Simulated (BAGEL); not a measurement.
**CH2BF3 (SMILES BC(F)(F)F): HF/6-31G(d) (density fitting with qzvpp-jkfit, spherical functions)**

What is the vertical ionisation energy of CH2BF3 at HF/6-31G* (density fitting with qzvpp-jkfit, spherical functions)? 

The results are computed with BAGEL 1.2.2.

2 further runs of the same task are left out: 1 that didn't finish, 1 set aside as unsound or not needed. Runs told in other sessions of the task aren't counted.

## 1. The structure to begin with

CH2BF3 has 7 atoms, charge 0, and is taken as a singlet. SMILES: `BC(F)(F)F`. The coordinates come from a PBE0-D4/def2-TZVP relaxation.

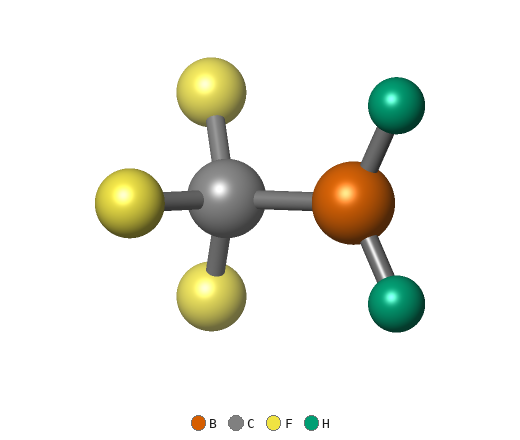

The structure, seen from a chosen angle (boron orange, carbon grey, fluorine yellow, hydrogen teal).

## 2. A single-point energy at HF/6-31G(d) (density fitting with qzvpp-jkfit, spherical functions)

input.json reads:

```json
{ "bagel": [

{
  "title": "molecule",
  "basis": "6-31gs.json",
  "df_basis": "qzvpp-jkfit",
  "angstrom": true,
  "geometry": [
    { "atom": "B", "xyz": [      -0.646000,       0.517900,      -0.478700 ] },
    { "atom": "C", "xyz": [       0.401500,      -0.396900,       0.305300 ] },
    { "atom": "F", "xyz": [       0.019900,      -0.762700,       1.536900 ] },
    { "atom": "F", "xyz": [       0.761000,      -1.518100,      -0.335100 ] },
    { "atom": "F", "xyz": [       1.515900,       0.364200,       0.439400 ] },
    { "atom": "H", "xyz": [      -1.356400,       1.230500,       0.153100 ] },
    { "atom": "H", "xyz": [      -0.634600,       0.497100,      -1.666700 ] }
  ]
},

{ "title": "hf" },

{ "title": "print", "file": "orbitals.molden", "orbitals": true }

]}
```

The basis set 6-31G* is read from a file made from the Basis Set Exchange's data (not shown).

Command:

```console
$ BAGEL_NUM_THREADS=1 BAGEL input.json > input.out
```

Log:

```text
* using 1 threads per process

  ===============================================================
  ===============================================================

  *** Geometry ***

  { "atom" : "B", "xyz" : [     -1.220763,      0.978689,     -0.904612 ] },
  { "atom" : "C", "xyz" : [      0.758725,     -0.750032,      0.576933 ] },
  { "atom" : "F", "xyz" : [      0.037606,     -1.441294,      2.904320 ] },
  { "atom" : "F", "xyz" : [      1.438082,     -2.868793,     -0.633247 ] },
  { "atom" : "F", "xyz" : [      2.864636,      0.688238,      0.830346 ] },
  { "atom" : "H", "xyz" : [     -2.563225,      2.325308,      0.289317 ] },
  { "atom" : "H", "xyz" : [     -1.199220,      0.939383,     -3.149607 ] },

  Number of auxiliary basis functions:      417

  Since a DF basis is specified, we compute 2- and 3-index integrals:
    o Being stored without compression. Storage requirement is 0.018 GB

  Number of basis functions:       74
  Number of electrons      :       40

    * METHOD: MOLECULE                             0.14

  *** RHF ***

  === Nuclear Repulsion ===
   179.0530450029

      * DIIS with orbital gradients will be used.

  === RHF iteration (6-31gs.json) ===
      0       -361.77130593          0.02498182           0.03
      1       -361.92641137          0.01625153           0.03
      2       -362.00567869          0.00151907           0.03
      3       -362.00737262          0.00024254           0.03
      4       -362.00741835          0.00009218           0.03
      5       -362.00742505          0.00002852           0.03
      6       -362.00742563          0.00001054           0.03
      7       -362.00742569          0.00000256           0.03
      8       -362.00742570          0.00000090           0.03
      9       -362.00742570          0.00000037           0.03
     10       -362.00742570          0.00000010           0.03
     11       -362.00742570          0.00000004           0.03
     12       -362.00742570          0.00000002           0.03
     13       -362.00742570          0.00000001           0.03
    * SCF iteration converged.

    * Permanent dipole moment:
           (    0.614960,    -0.400132,     0.404779) a.u.

    * METHOD: HF                                   0.56

    * METHOD: PRINT                                0.01

  ===============================================================
```

It took 0.84 s on 1 thread of Arm Neoverse V2, shared host.

## 3. The doublet cation at the same level

calc.json reads:

```json
{ "bagel": [

{
  "title": "molecule",
  "basis": "6-31gs.json",
  "df_basis": "qzvpp-jkfit",
  "angstrom": true,
  "geometry": [
    { "atom": "B", "xyz": [      -0.646000,       0.517900,      -0.478700 ] },
    { "atom": "C", "xyz": [       0.401500,      -0.396900,       0.305300 ] },
    { "atom": "F", "xyz": [       0.019900,      -0.762700,       1.536900 ] },
    { "atom": "F", "xyz": [       0.761000,      -1.518100,      -0.335100 ] },
    { "atom": "F", "xyz": [       1.515900,       0.364200,       0.439400 ] },
    { "atom": "H", "xyz": [      -1.356400,       1.230500,       0.153100 ] },
    { "atom": "H", "xyz": [      -0.634600,       0.497100,      -1.666700 ] }
  ]
},

{ "title": "uhf", "charge": 1, "nopen": 1 },

{ "title": "print", "file": "orbitals.molden", "orbitals": true }

]}
```

The basis set 6-31G* is read from a file made from the Basis Set Exchange's data (not shown).

Command:

```console
$ BAGEL_NUM_THREADS=1 BAGEL calc.json > calc.out
```

Log:

```text
* using 1 threads per process

  ===============================================================
  ===============================================================

  *** Geometry ***

  { "atom" : "B", "xyz" : [     -1.220763,      0.978689,     -0.904612 ] },
  { "atom" : "C", "xyz" : [      0.758725,     -0.750032,      0.576933 ] },
  { "atom" : "F", "xyz" : [      0.037606,     -1.441294,      2.904320 ] },
  { "atom" : "F", "xyz" : [      1.438082,     -2.868793,     -0.633247 ] },
  { "atom" : "F", "xyz" : [      2.864636,      0.688238,      0.830346 ] },
  { "atom" : "H", "xyz" : [     -2.563225,      2.325308,      0.289317 ] },
  { "atom" : "H", "xyz" : [     -1.199220,      0.939383,     -3.149607 ] },

  Number of auxiliary basis functions:      417

  Since a DF basis is specified, we compute 2- and 3-index integrals:
    o Being stored without compression. Storage requirement is 0.018 GB

  Number of basis functions:       74
  Number of electrons      :       40

    * METHOD: MOLECULE                             0.13

  *** Open-shell HF ***

  === Nuclear Repulsion ===
   179.0530450029

      * DIIS with orbital gradients will be used.

  === UHF iteration (6-31gs.json) ===
      0       -361.22240416          0.05836319           0.07
      1       -361.39131902          0.04439174           0.07
      2       -361.46829648          0.02989212           0.07
      3       -361.53517467          0.00142070           0.07
      4       -361.53590639          0.00059408           0.07
      5       -361.53607000          0.00028851           0.07
      6       -361.53613578          0.00014038           0.07
      7       -361.53615399          0.00010225           0.07
      8       -361.53616451          0.00005677           0.07
      9       -361.53617009          0.00002773           0.07
     10       -361.53617116          0.00001662           0.07
     11       -361.53617150          0.00000906           0.07
     12       -361.53617164          0.00000495           0.07
     13       -361.53617168          0.00000232           0.07
     14       -361.53617169          0.00000165           0.07
     15       -361.53617169          0.00000069           0.07
     16       -361.53617169          0.00000042           0.07
     17       -361.53617169          0.00000026           0.07
     18       -361.53617169          0.00000016           0.07
     19       -361.53617169          0.00000012           0.07
     20       -361.53617169          0.00000008           0.07
     21       -361.53617169          0.00000006           0.07
     22       -361.53617169          0.00000003           0.07
     23       -361.53617169          0.00000003           0.07
     24       -361.53617169          0.00000002           0.07
     25       -361.53617169          0.00000001           0.07
     26       -361.53617169          0.00000001           0.07
    * SCF iteration converged.

    * S^2 (UHF) is 0.7686

    * Permanent dipole moment:
           (    1.419459,    -1.131408,     1.018576) a.u.

    * METHOD: UHF                                  1.96

    * METHOD: PRINT                                0.01

  ===============================================================
```

It took 2.2 s on 1 thread of Arm Neoverse V2, shared host.

## 4. Summary of results

Level: HF/6-31G* (density fitting with qzvpp-jkfit, spherical functions).

| quantity | value |
| --- | --- |
| singlet CH2BF3: total energy | -362.00743 Eh |
| singlet CH2BF3: dipole moment | 2.13 D |
| singlet CH2BF3: HOMO energy | -14.11 eV |
| singlet CH2BF3: LUMO energy | 1.57 eV |
| singlet CH2BF3: HOMO–LUMO gap | 15.68 eV |
| doublet cation: total energy | -361.53617 Eh |
| doublet cation: ⟨S²⟩ | 0.769 |
| vertical ionisation energy (to the doublet cation) | 12.823 eV |

In words: The vertical ionisation energy comes to 12.82 eV (1237 kJ/mol). The negative HOMO energy of the first species, 14.11 eV, lies 1.29 eV above that difference.
